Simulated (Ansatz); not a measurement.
# NaHCl2: relaxing a made-up structure, part 2 of 2

Starting from a made-up structure for NaHCl2, the aim is the relaxed cell, its shortest contacts and, where a second run follows, its electronic structure.

Ansatz 0.2.0; DFT, PBE, plane-wave PAW, files of the set soft_1, scalar-relativistic, no spin, cell and ions relaxed at zero pressure; PAW set soft_1 (the session's first sound run).

So far: Set-up; Relaxation of the guess. The relaxed cell has a = 4.333, c = 17.774 Å (conventional setting).

## Step 3: Bands of the relaxed cell

A second self-consistent run takes a narrower smearing and the mesh shown in its input; the bands follow along the standard path of the relaxed lattice.

This step: DFT, PBE, plane-wave PAW, files of the set soft_1, scalar-relativistic, no spin, bands and density of states at the relaxed cell; PAW set soft_1 (Ansatz 0.2.0).

File input.yaml:

```yaml
crystal:
  lattice:
    - [2.166461785, 1.2508072947, 5.9246492701]
    - [-2.166461785, 1.2508072947, 5.9246492701]
    - [0.0, -2.5016145895, 5.9246492701]
  atoms:
    - { symbol: Cl, position: [0.5877991585, 0.5877991585, 0.5877991585] }
    - { symbol: Cl, position: [0.4122008415, 0.4122008415, 0.4122008415] }
    - { symbol: Na, position: [0.0, 0.0, 0.0] }
    - { symbol: H, position: [0.5, 0.5, 0.5] }
kpoints:
  mp_grid: { grid: [8, 8, 8] }
  band_path:
    path:
      - [[0.0, 0.0, 0.0], [0.5, 0.0, 0.0], [0.5, 0.19638088, -0.19638088]]
      - [[0.80361912, 0.5, 0.19638088], [0.5, 0.5, 0.5], [0.0, 0.0, 0.0], [0.34819044, 0.0, -0.34819044]]
      - [[0.65180956, 0.34819044, 0.0], [0.5, 0.5, 0.0], [0.65180956, 0.65180956, 0.19638088], [0.5, 0.5, 0.5]]
      - [[0.5, 0.0, 0.0], [0.80361912, 0.34819044, 0.34819044]]
    npoints: 8
scf:
  occupations: { method: fermi_dirac, width: 0.03 }
  n_extra_bands: 8
hamiltonian:
  xc: pbe
  pseudopotentials: { kind: paw, azcp: { folder: soft_1 } }
output:
  forces: true
  stress: true
  write_bands: true
  dos: { projected: true }
  write_density: true
  write_potential: true
  elf: true
  volumetric_format: npy
```

Launch:

```
ansatz run input.yaml --threads 4 --pin off --max-ram 8192MiB --backend cpu --events-out ev --progress --plain --runs-dir out
```

Numbers of over 12 decimals in the logs are rounded to 6 here.

The log of the run:

```text
[...]
Crystal: 4 atoms, lattice volume = 96.329 Å³
Basis set: ecut = 420 eV, 1861 PW (Γ), FFT grids on a1−a2, a2, −a2+a3, exchange–correlation on 60×90×60 points (8 copies of the dense FFT grid, shifted against one another)
Bands: 20, of which v1, the nominal top of the filled ones, is band 12 counted from 1 (11 counted from 0)
Symmetry: 12 space group operations
[...]
k-points: 65 of 512
[...]
SCF iter   1: F=—  HF=-3667.683925 eV  |F-HF|=—  |Δ(HF+E_count)|=         —  Δρ=6.06e-2  dr2=3.61e0  ethr=3.10e-3  ⟨swp⟩=5.8  Hψ=7358  notcnv=0
[...]
SCF iter   8: F=-3665.908758 eV  HF=-3665.908758 eV  |F-HF|=6.73e-9  |Δ(HF+E_count)|=   2.03e-7  Δρ=3.93e-6  dr2=9.20e-9  ethr=4.17e-10  ⟨swp⟩=17.9  Hψ=11744  notcnv=0
SCF 1 converged in 8 iterations: F = -3665.908758 eV  dr2 = 9.20e-9
[...]
NSCF: frozen V_eff on 76 k-points
SCF converged after 8 iterations
Free energy (F): -3665.908758 eV
[...]
Internal energy: -3665.908758 eV  (E = F + TS)
E sigma→0 (E₀):  -3665.908758 eV
Fermi energy:    1.663001 eV
[...]
--- Forces (eV/Å), atoms counted from 1 ---
  atom   1  Cl    -0.00000000    -0.00000000     0.00156368
  atom   2  Cl     0.00000000     0.00000000    -0.00156368
  atom   3  Na     0.00000000     0.00000000    -0.00000000
  atom   4  H      0.00000000     0.00000000     0.00000000
  max |Σ_I F_I| component: 9.25e-18 eV/Å
--- Stress (GPa, compression-positive) ---
        0.011683       0.000000       0.000000
        0.000000       0.011683       0.000000
        0.000000       0.000000      -0.012612
  P = ⅓ Tr σ = 0.0036 GPa (0.036 kbar)
--- Band table (eV; the first three rows and the last of 65) ---
  k-point 0: bands = [... 8 lower, -1.4741, -1.3991, -1.3991, -1.1091, 4.3210, 6.3856, 7.1954, 9.9109, ... 4 higher]
  k-point 1: bands = [... 8 lower, -1.5001, -1.4633, -1.4230, -1.1018, 4.6346, 6.4195, 7.5091, 9.1011, ... 4 higher]
  k-point 2: bands = [... 8 lower, -1.6153, -1.5562, -1.4852, -1.1573, 5.3031, 6.6723, 7.8580, 8.5107, ... 4 higher]
  k-point 64: bands = [... 8 lower, -1.7100, -1.7100, -1.1332, -1.1332, 5.2296, 5.9646, 7.3841, 9.6119, ... 4 higher]
```

Elapsed: 2.1 s, on 4 threads of Intel Xeon Platinum 8488C (Sapphire Rapids), shared host; peak memory 0.55 GiB.

This step gave:

| Property | Result |
| --- | --- |
| Fermi energy | 1.663 eV |
| pressure | 0.003585 GPa |
| gap on the k-mesh | 5.408 eV |

From bands.tsv. Electronic bands along the path, in eV, zero at the valence top; v1 is the highest filled band, c1 the lowest empty one:

```csv
point,v4,v3,v2,v1,c1,c2,c3,c4
Γ,-0.39,-0.32,-0.32,-0.03,5.40,7.47,8.28,10.99
L,-0.69,-0.53,-0.51,-0.22,7.05,8.16,8.74,9.04
B1,-1.06,-1.04,-0.43,-0.24,7.43,8.85,9.02,9.16
jump to B,-1.06,-1.04,-0.43,-0.24,7.43,8.85,9.02,9.16
Z,-0.63,-0.63,-0.05,-0.05,6.31,7.05,8.47,10.69
Γ,-0.39,-0.32,-0.32,-0.03,5.40,7.47,8.28,10.99
X,-1.18,-0.79,-0.58,-0.19,7.41,8.89,9.04,9.18
jump to Q,-1.18,-0.79,-0.58,-0.19,7.41,8.89,9.04,9.18
F,-1.06,-0.85,-0.47,-0.14,7.39,8.00,8.79,9.58
P1,-1.17,-0.81,-0.34,-0.19,7.40,7.84,8.95,9.24
Z,-0.63,-0.63,-0.05,-0.05,6.31,7.05,8.47,10.69
jump to L,-0.69,-0.53,-0.51,-0.22,7.05,8.16,8.74,9.04
P,-1.17,-0.81,-0.34,-0.19,7.40,7.84,8.95,9.24
```

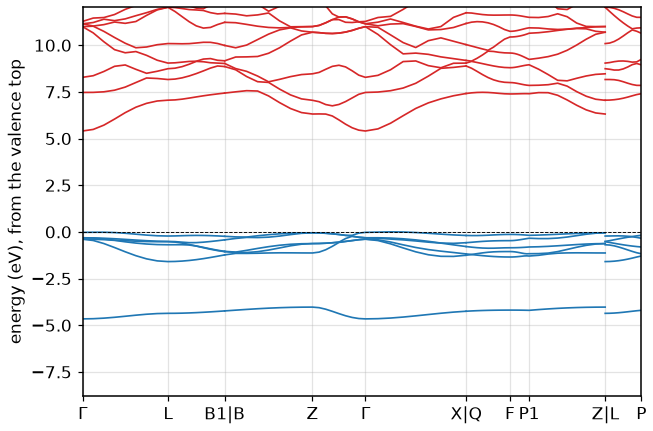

Electronic bands along the path; lines of filled and empty bands in two colours.

Counts of states for the cell as run, both spins, by energy window (eV from the valence-band top):

```
from  to  total
  -8  -7   0.00
  -7  -6   0.00
  -6  -5   0.00
  -5  -4   2.00
  -4  -3   0.00
  -3  -2   0.00
  -2  -1   2.28
  -1   0   7.72
   0   1   0.00
   1   2   0.00
   2   3   0.00
   3   4   0.00
   4   5   0.00
   5   6   0.07
   6   7   0.66
   7   8   2.31
   8   9   2.77
   9  10   2.15
```

A further 12.0 states lie below the table's range.

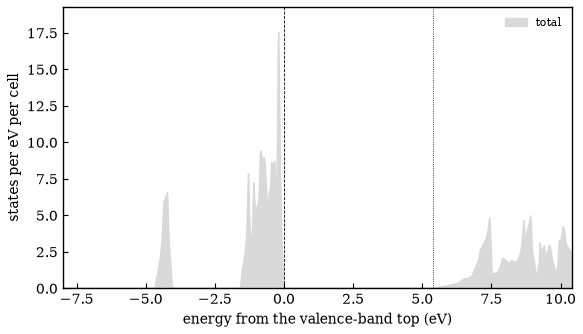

Total density of states, smoothed over about 0.04 eV. The dotted line marks the lowest empty level found on the path.

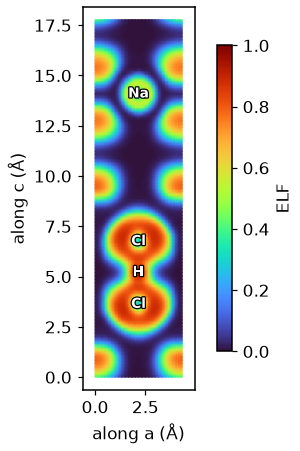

ELF in the ac plane of the conventional cell at fractional y = 0.000, with atoms of Cl and Na and H within 0.2 Å of it. It is the smooth field of the valence electrons, not physical close to the nuclei. The map starts off the cell's origin, so that atoms lie inside it.

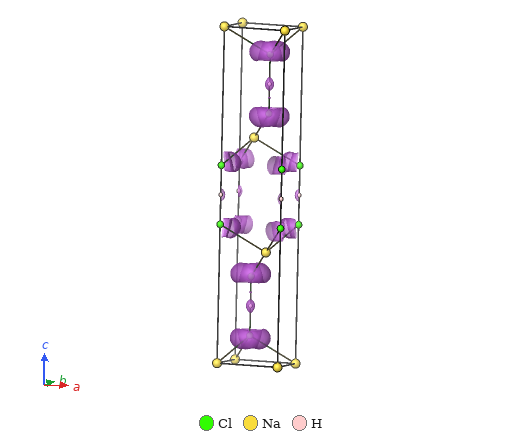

Surface of ELF = 0.85. Bonds to atoms that aren't drawn are left out.

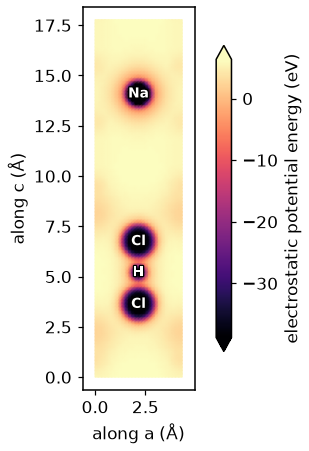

Electrostatic potential energy in the ac plane of the conventional cell at fractional y = 0.000, with atoms of Cl and Na and H within 0.2 Å of it. With pseudopotentials it is smooth inside the atoms' cores, unlike the true potential. The map starts off the cell's origin, so that atoms lie inside it.

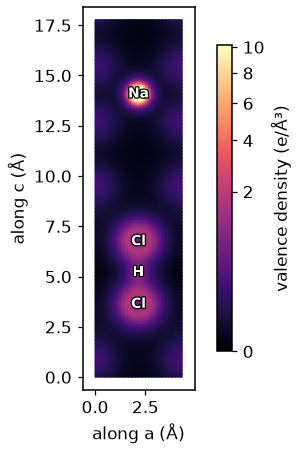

Valence density in the ac plane of the conventional cell at fractional y = 0.000, with atoms of Cl and Na and H within 0.2 Å of it. It is the smooth field of the valence electrons, not physical close to the nuclei. The map starts off the cell's origin, so that atoms lie inside it. The colour scale is stretched toward low values.

## Step 4: Summary of results

* space group, relaxed: R-3m
* conventional cell: a = 4.333, b = 4.333, c = 17.774 Å; α = 90.0°, β = 90.0°, γ = 120.0°
* volume per atom: 24.08 Å³ (guess 20.79)

In words: NaHCl2 relaxes to R-3m with a = 4.333, b = 4.333 and c = 17.774 Å. The guessed volume was 14 % too small. The space group R-3m was held in the relaxation, so the end point is a stationary structure within it and may be a saddle against distortions or other arrangements. It has an indirect Kohn–Sham gap of 5.40 eV, which semilocal functionals understate. On the 8×8×8 mesh with the narrower smearing (relaxed on 8×8×8) the largest force component is 0.002 eV/Å and the largest stress component is 0.013 GPa, within the relaxation's thresholds of 0.015 eV/Å and 0.05 GPa. The cutoff wasn't tested. No dispersion term is used, so weakly bound directions may come out too long. Nothing here tests whether the compound is stable against decomposition.

[Logs are printed without paths, hosts, clocks, repeated set-up lines and the standing remarks that a program may print on its own settings, such as how far it seeks lower states.]

[Hosts, paths, dates, database ids (printed as entryN), source tags and the programs' standing remarks are cut or masked in the printed files.]
